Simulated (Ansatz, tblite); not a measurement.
# In9P9 wurtzite hole rod (In9P9H24): spin states and exact exchange

Aim: set other spin states of In9P9 wurtzite hole rod (In9P9H24) against its singlet, on many levels of theory.

Computed with Ansatz 0.2.0, Gaussian basis. Level: as each input shows.

Plan: triplet, at the geometry of the singlet (GFN1-xTB, GFN2-xTB, PBE0-D4/def2-SVP, PBE-D4/def2-SVP); the singlet's energies come from earlier runs.

## Step 1: The structure

The geometry is that of the singlet, from an earlier relaxation (PBE-D4/def2-SVP).

42 atoms, charge 0, spin multiplicity 1.

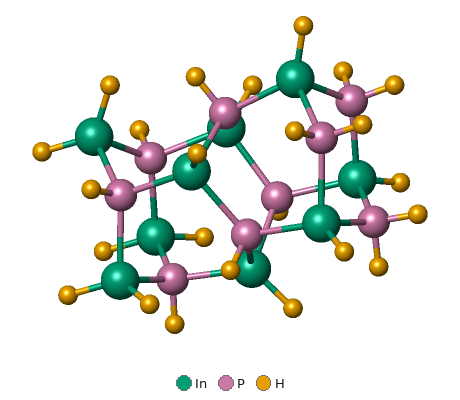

The geometry (indium teal, phosphorus pink, hydrogen amber).

In takes a core potential in the def2 sets. No spin-orbit coupling is included.

## Step 2: Triplet at the fixed geometry, GFN1-xTB

Tight binding, by tblite at 300 K electronic temperature and without a spin-polarisation term:

```python
tblite.interface.Calculator('GFN1-xTB', numbers, positions, charge=0, uhf=2).singlepoint()
```

Energy -1379.1579 eV; 0.34 s.

## Step 3: Triplet at the fixed geometry, GFN2-xTB

Tight binding, by tblite at 300 K electronic temperature and without a spin-polarisation term:

```python
tblite.interface.Calculator('GFN2-xTB', numbers, positions, charge=0, uhf=2).singlepoint()
```

Energy -1248.6034 eV; 0.3 s.

## Step 4: Triplet at the fixed geometry, PBE0-D4/def2-SVP

Input file in.yaml:

```yaml
crystal:
  periodic: [false, false, false]
  atoms:
    - {symbol: In, position_ang: [-0.000657, -2.702658, -2.869268]}
    - {symbol: P, position_ang: [-1.960811, -1.133534, -3.682381]}
    - {symbol: P, position_ang: [-0.000717, -2.276132, -0.370906]}
    - {symbol: In, position_ang: [-2.275534, -1.312605, 0.516109]}
    - {symbol: In, position_ang: [-0.000963, -2.688811, 3.852687]}
    - {symbol: P, position_ang: [-1.959746, -1.129097, 3.027029]}
    - {symbol: In, position_ang: [-2.338619, 1.349515, -2.871668]}
    - {symbol: P, position_ang: [-1.970412, 1.138248, -0.372953]}
    - {symbol: In, position_ang: [-2.329734, 1.348088, 3.850494]}
    - {symbol: P, position_ang: [1.960397, -1.134602, -3.682216]}
    - {symbol: In, position_ang: [2.274668, -1.314098, 0.516244]}
    - {symbol: P, position_ang: [1.958854, -1.130329, 3.027143]}
    - {symbol: In, position_ang: [2.339447, 1.348297, -2.871594]}
    - {symbol: P, position_ang: [0.000665, 2.262545, -3.683811]}
    - {symbol: P, position_ang: [1.971212, 1.136970, -0.372886]}
    - {symbol: In, position_ang: [0.000886, 2.627306, 0.513973]}
    - {symbol: In, position_ang: [2.330375, 1.346606, 3.850676]}
    - {symbol: P, position_ang: [0.000645, 2.264313, 3.025208]}
    - {symbol: H, position_ang: [-0.001050, -4.227666, -3.693626]}
    - {symbol: H, position_ang: [-3.165926, -1.828726, -3.345547]}
    - {symbol: H, position_ang: [-2.092352, -1.210084, -5.107633]}
    - {symbol: H, position_ang: [-0.001239, -3.620618, 0.126898]}
    - {symbol: H, position_ang: [-3.613491, -2.084824, -0.298993]}
    - {symbol: H, position_ang: [-0.001308, -4.096044, 2.811220]}
    - {symbol: H, position_ang: [-0.001022, -2.679648, 5.591704]}
    - {symbol: H, position_ang: [-3.146304, -1.813277, 3.458939]}
    - {symbol: H, position_ang: [-3.658873, 2.111553, -3.697149]}
    - {symbol: H, position_ang: [-3.134781, 1.811391, 0.123608]}
    - {symbol: H, position_ang: [-3.547931, 2.051219, 2.808153]}
    - {symbol: H, position_ang: [-2.322530, 1.344791, 5.589527]}
    - {symbol: H, position_ang: [2.092249, -1.211537, -5.107425]}
    - {symbol: H, position_ang: [3.165075, -1.830342, -3.344926]}
    - {symbol: H, position_ang: [3.612209, -2.087206, -0.298695]}
    - {symbol: H, position_ang: [3.144936, -1.815281, 3.459145]}
    - {symbol: H, position_ang: [3.660027, 2.109748, -3.697101]}
    - {symbol: H, position_ang: [0.000780, 2.415189, -5.108992]}
    - {symbol: H, position_ang: [0.001051, 3.653672, -3.346515]}
    - {symbol: H, position_ang: [3.135980, 1.809452, 0.123641]}
    - {symbol: H, position_ang: [0.001402, 4.171600, -0.302194]}
    - {symbol: H, position_ang: [2.322975, 1.343289, 5.589708]}
    - {symbol: H, position_ang: [3.549109, 2.048975, 2.808468]}
    - {symbol: H, position_ang: [0.001050, 3.634363, 3.455924]}
basis:
  gaussian: {orbitals: def2-SVP, fitting: {mean_field: def2-universal-jkfit}}
magnetization: {spin_polarized: true, initial_magnetization: 2}
hamiltonian: {xc: pbe0, dispersion: d4}
scf: {omitted_lower_state_checks: [starts]}
output: {orbitals: {seedname: orbitals}}
```

The run is started by

```sh
$ ansatz run in.yaml --threads 2 --pin off --events-out ev --progress --plain --max-ram 32768MiB --backend cuda --devices 0, --max-vram 18GiB
```

Log:

```text
Functional definition: PBE0
  name "PBE0"
  cite "Adamo & Barone, J. Chem. Phys. 110, 6158 (1999) doi:10.1063/1.478522"
  cite "Perdew, Burke & Ernzerhof, Phys. Rev. Lett. 77, 3865 (1996) doi:10.1103/PhysRevLett.77.3865"
  parent pbe
  parameter a = 0.25
  parameter kappa = 0.804
  parameter beta = 0.06672455060314922
  exchange = (1 - a)*pbe_x(kappa = kappa, mu = beta*pi^2/3) + a*exact_x
  correlation = pbe_c(beta = beta)
these checks for a lower state are left out or cut short: starts
3546 factors; integrals over basis functions are off by at most 3.4e-1 eV
mean field evaluation 1: about -130495.3793 eV, gradient 2.6e1 eV
mean field evaluation 2: about -130492.9350 eV, gradient 3.2e1 eV
mean field evaluation 4: about -130500.2322 eV, gradient 3.8e0 eV
mean field evaluation 8: about -130500.3748 eV, gradient 5.7e-1 eV
mean field evaluation 16: about -130500.3809 eV, gradient 1.1e-2 eV
mean field evaluation 32: about -130500.5876 eV, gradient 3.8e-2 eV
mean field -130500.58841437 eV, -4795.8081677521 hartree, gradient 6.9e-6 eV, S^2 2.006687; 0 other end points of the search recorded, 0 dependent functions left out
reference -130500.58851360 eV, -4795.8081713988 hartree; 175, 173 occupied and 341, 343 virtual orbitals, 3546 factors
Total energy: -130503.39350546 eV, -4795.9112529485 hartree
Checks for a lower state left out: starts
```

Wall time 27 s (1 × H100 (card shared with other runs) with 2 threads of AMD EPYC 7R13, shared host); peak host memory 1.3 GiB.

HOMO -2.46 eV, LUMO -5.81 eV (over both spins; with the spin held, an empty level of the minority spin lies below the top filled one); ⟨S²⟩ 2.007 (pure: 2.00).

## Step 5: Triplet at the fixed geometry, PBE-D4/def2-SVP

start.molden holds the orbitals of an earlier run on this state, given as this run's starting guess.

in.yaml: that of step 4 with these lines changed.

```diff
@@ -46,5 +46,5 @@
 basis:
-  gaussian: {orbitals: def2-SVP, fitting: {mean_field: def2-universal-jkfit}}
+  gaussian: {orbitals: def2-SVP, fitting: {mean_field: def2-universal-jkfit}, initial_orbitals: start.molden}
 magnetization: {spin_polarized: true, initial_magnetization: 2}
-hamiltonian: {xc: pbe0, dispersion: d4}
+hamiltonian: {xc: pbe, dispersion: d4}
 scf: {omitted_lower_state_checks: [starts]}
```

The command is unchanged.

Log:

```text
Functional definition: PBE
  name "PBE"
  cite "Perdew, Burke & Ernzerhof, Phys. Rev. Lett. 77, 3865 (1996) doi:10.1103/PhysRevLett.77.3865"
  parent pbe
  parameter kappa = 0.804
  parameter beta = 0.06672455060314922
  exchange = pbe_x(kappa = kappa, mu = beta*pi^2/3)
  correlation = pbe_c(beta = beta)
these checks for a lower state are left out or cut short: starts
3546 factors; integrals over basis functions are off by at most 3.4e-1 eV
mean field evaluation 1: about -130491.8503 eV, gradient 9.7e0 eV
mean field evaluation 2: about -130492.4270 eV, gradient 7.0e-1 eV
mean field evaluation 4: about -130492.5027 eV, gradient 2.9e-1 eV
mean field evaluation 8: about -130492.5206 eV, gradient 5.4e-2 eV
mean field evaluation 16: about -130492.5214 eV, gradient 3.2e-3 eV
mean field -130492.52139444 eV, -4795.5117102377 hartree, gradient 2.2e-6 eV, S^2 2.002924; 0 other end points of the search recorded, 0 dependent functions left out
reference -130492.52152406 eV, -4795.5117150012 hartree; 175, 173 occupied and 341, 343 virtual orbitals, 3546 factors
Total energy: -130495.57891694 eV, -4795.6240721173 hartree
Checks for a lower state left out: starts
```

Run time: 25 s. Hardware: 1 × H100 (card shared with other runs) with 2 threads of AMD EPYC 7R13, shared host; peak host memory 1.2 GiB.

HOMO -2.13 eV, LUMO -5.98 eV (over both spins; with the spin held, an empty level of the minority spin lies below the top filled one); ⟨S²⟩ 2.003 (pure: 2.00).

## Step 6: Triplet less singlet, vertical

The singlet's energies are those of its earlier runs, whose logs aren't repeated here.

| level | triplet less singlet, vertical (kcal/mol) | time |
| --- | --- | --- |
| GFN1-xTB | +73.9 | 0.6 s |
| GFN2-xTB | +62.4 | 0.53 s |
| PBE-D4/def2-SVP | +85.8 | 35 s |
| PBE0-D4/def2-SVP | +101.8 | 41 s |

Times add the two runs; a level without a time comes out of a correlated run. Tight binding without a spin term can't rank spin states.

## Step 7: Outcome

| quantity | value |
| --- | --- |
| triplet less singlet, vertical, functionals in def2-SVP | +85.8 (PBE-D4) to +101.8 kcal/mol (PBE0-D4) |

In words: All functionals put the triplet above the singlet, over a spread of 15.9 kcal/mol. The checks for a lower triplet were left out, so another state of that spin may lie lower. These are electronic energies, without zero-point motion, entropy or surroundings.
